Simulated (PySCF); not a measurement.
Consider C4H7F3O (SMILES CCOC(F)(F)CF).

Input file:

```
{"job": {"kind": "nmr", "xc": "PBE0", "basis": "pcSseg-1"}, "charge": 0, "multiplicity": 1}
C     -2.400427    -0.323284     0.030908
C     -1.175449     0.558190    -0.107093
O     -0.009314    -0.278659     0.059614
C      1.172237     0.341430    -0.032829
F      1.320349     0.976071    -1.234644
F      1.287127     1.353241     0.879077
C      2.288546    -0.688147     0.167678
F      3.512375    -0.103401     0.083530
H     -2.413522    -0.792599     1.009973
H     -3.295306     0.279967    -0.088359
H     -2.389492    -1.100109    -0.727612
H     -1.163352     1.337953     0.661453
H     -1.135394     1.026542    -1.095994
H      2.184506    -1.132651     1.161007
H      2.212702    -1.446553    -0.615968
```

Run with:

```sh
OMP_NUM_THREADS=1 python probes_run.py task.json out
```

Geometry: GFN2-xTB.

Method: PBE0/pcSseg-1, SCF density, gas phase, non-relativistic in PySCF.

What can the converged electron density and electron localisation function tell about the bonding?

Answer. C–O (1.34 Å): ρ at the midpoint is about 2.5 e/Å³; the ELF peaks at about 0.90 between the atoms, as expected for a shared but strongly polarised pair.
C–F (1.36 Å): the density is about 2.2 e/Å³ at the midpoint, with its minimum of 1.7 e/Å³ about 0.5 Å from C; the ELF peaks at about 0.85 between the atoms, as expected for a shared but strongly polarised pair.
C–C (1.52 Å): the density is about 1.7 e/Å³ at the midpoint; the ELF peaks at about 0.95 between the atoms (a shared electron pair).
C–H (1.09 Å): ρ at the midpoint is about 2 e/Å³; the ELF climbs to about 1 towards the hydrogen, as it does in any bond to H; an ordinary covalent bond to hydrogen.

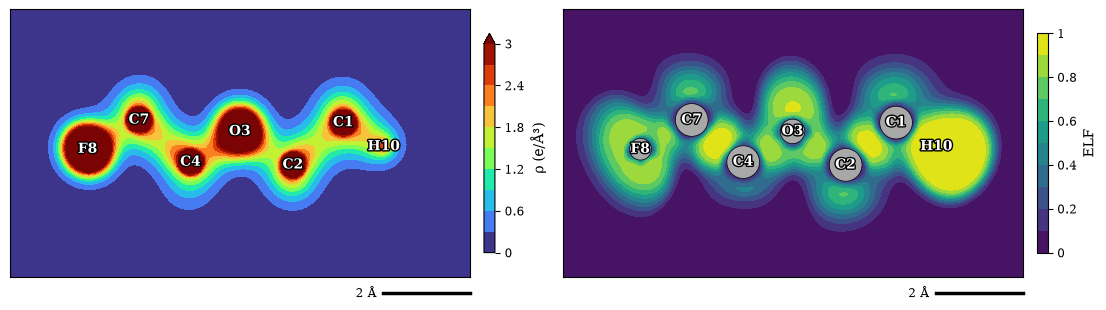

Computed electron density and electron localisation function on the plane of atoms C2, C1 and H10, in this order. Grey discs cover the atomic cores in the ELF map. 
